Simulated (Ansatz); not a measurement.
**Single-point calculation, with input and output: SiH$_{3}$BrF$_{2}$**

System: SiH$_{3}$BrF$_{2}$.
Method: RKS PBE0-D4/def2-TZVPP (Ansatz 0.2.0).

The geometry is a transition state. The reaction was set up to form Si1–H7 and Br2–H6 and to break Si1–Br2 and H6–H7 (atoms counted from 1 in the order of the input); sticks are drawn by distance alone. The geometry comes from this level: PBE0-D4/def2-TZVP.

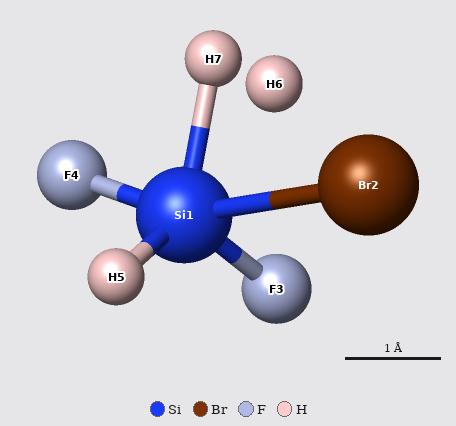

Figure 1. The input geometry (ball-and-stick view, seen at a tilt; atoms are numbered from 1 in the order of the input).

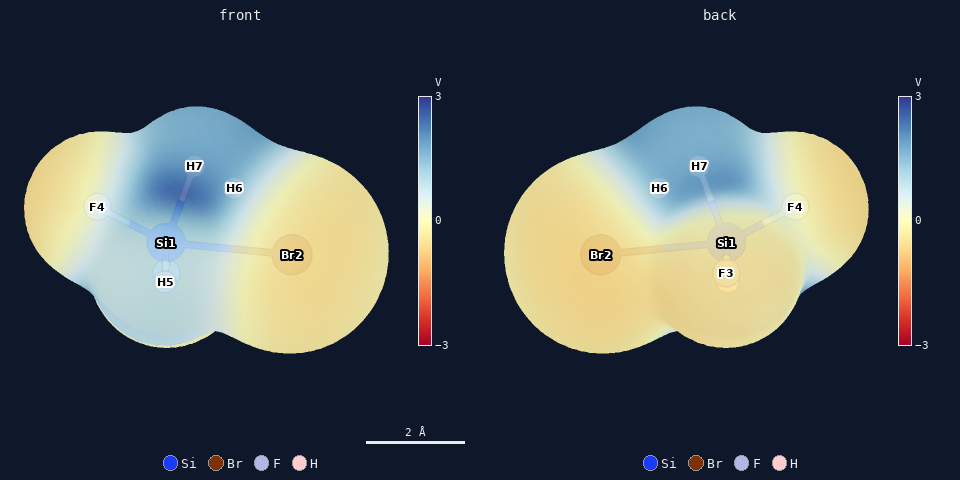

Figure 2. The molecular electrostatic potential painted on the density surface at 0.002 e/bohr³, seen face on and from behind; red is negative and blue positive.

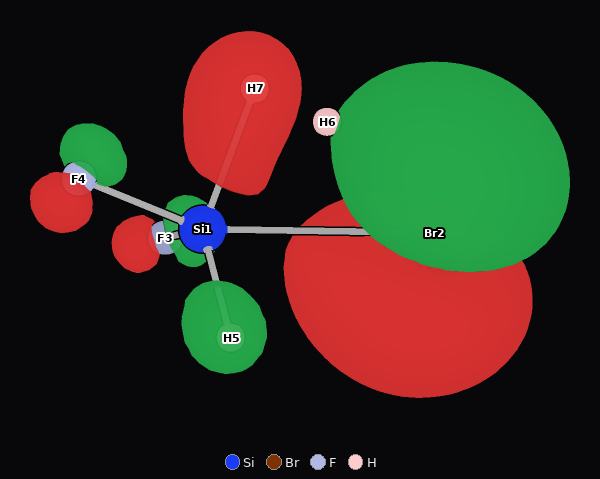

Figure 3. One frontier orbital at ±0.1 Å⁻³ᐟ² (green and red are the two phases), seen at a tilt. The HOMO−1, at −8.51 eV.

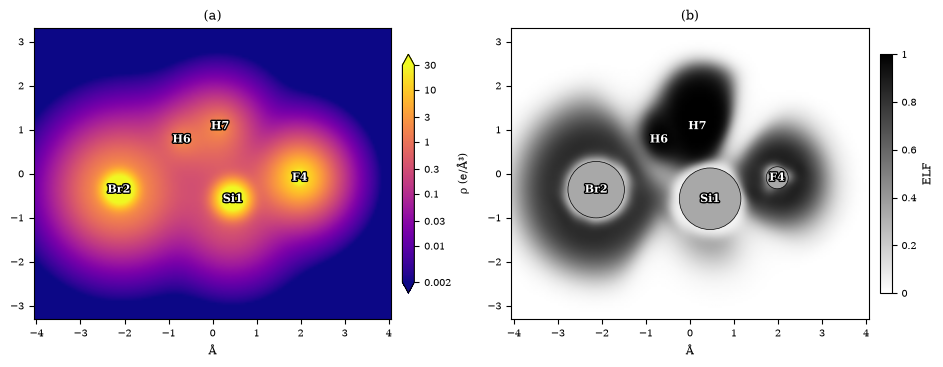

Figure 4. (a) electron density; (b) electron localisation function on the plane of atoms F4, Si1 and H7. Grey discs, where drawn, cover atomic cores. Atoms in the plane: Si, Br, F and H. Si1···H6 (1.78 Å): ρ is about 0.46 e/Å³ halfway; the ELF climbs to about 1 towards the hydrogen, as it does in any bond to H (a non-bonded, intermolecular contact).

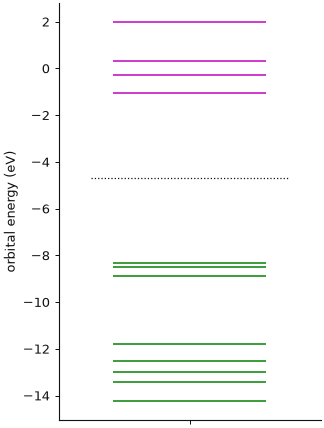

Figure 5. Orbital energies near the frontier; the dotted line parts filled from empty levels, and levels within 0.02 eV of each other stand side by side. Highest filled −8.33 eV, lowest empty −1.06 eV, 7.27 eV apart.

The input and output of the run follow.

Input file:
```yaml
crystal:
  periodic: [false, false, false]
  atoms:
    - {symbol: Si, position_ang: [-0.387340, 0.173301, 0.280434]}
    - {symbol: Br, position_ang: [0.835806, -1.954392, -0.586234]}
    - {symbol: F, position_ang: [-1.586211, -0.124246, -0.691537]}
    - {symbol: F, position_ang: [-0.605003, 1.720026, 0.616659]}
    - {symbol: H, position_ang: [-0.279194, -0.427801, 1.604563]}
    - {symbol: H, position_ang: [1.078336, -0.147368, -0.678253]}
    - {symbol: H, position_ang: [0.943506, 0.760481, -0.545530]}
basis:
  gaussian: {orbitals: def2-TZVPP}
hamiltonian: {xc: pbe0, dispersion: d4}
output: {orbitals: {seedname: orbitals}}
```

Launched with:
```bash
ansatz run in.yaml --threads 4 --pin off --events-out ev --progress --plain --max-ram 9574MiB
```

What the program printed:
```
Functional definition: PBE0
  name "PBE0"
  cite "Adamo & Barone, J. Chem. Phys. 110, 6158 (1999) doi:10.1063/1.478522"
  cite "Perdew, Burke & Ernzerhof, Phys. Rev. Lett. 77, 3865 (1996) doi:10.1103/PhysRevLett.77.3865"
  parent pbe
  parameter a = 0.25
  parameter kappa = 0.804
  parameter beta = 0.06672455060314922
  exchange = (1 - a)*pbe_x(kappa = kappa, mu = beta*pi^2/3) + a*exact_x
  correlation = pbe_c(beta = beta)
1193 factors; their error is unknown
mean field evaluation 1: about -83391.9337 eV, gradient 4.3e1 eV
mean field evaluation 2: about -83388.5520 eV, gradient 6.6e1 eV
mean field evaluation 4: about -83394.3306 eV, gradient 1.2e0 eV
mean field evaluation 8: about -83394.3325 eV, gradient 1.9e-2 eV
mean field evaluation 16: about -83394.8004 eV, gradient 8.3e-5 eV
mean field -83394.80041254 eV, -3064.7023881350 hartree, gradient 8.3e-5 eV, S^2 0.000000; 0 other end points of the search recorded, 0 dependent functions left out
reference -83394.80043855 eV, -3064.7023890906 hartree; 35, 35 occupied and 159, 159 virtual orbitals, 1193 factors
Total energy: -83394.91748663 eV, -3064.7066905284 hartree
```

Key numbers:

| quantity | value |
| --- | --- |
| outcome | converged |
| total energy | −83394.9175 eV |
| mean-field energy | −83394.8004 eV |
| dispersion energy | −0.1170 eV |
| SCF solution under orbital rotations | stable |
| HOMO | −8.33 eV |
| LUMO | −1.06 eV |
| hardware | 4 threads of Arm Neoverse V1, 23 GiB of memory available, shared host |
| wall time | 3 s (CPU time 11 s) |
| peak memory | 0.49 GiB |
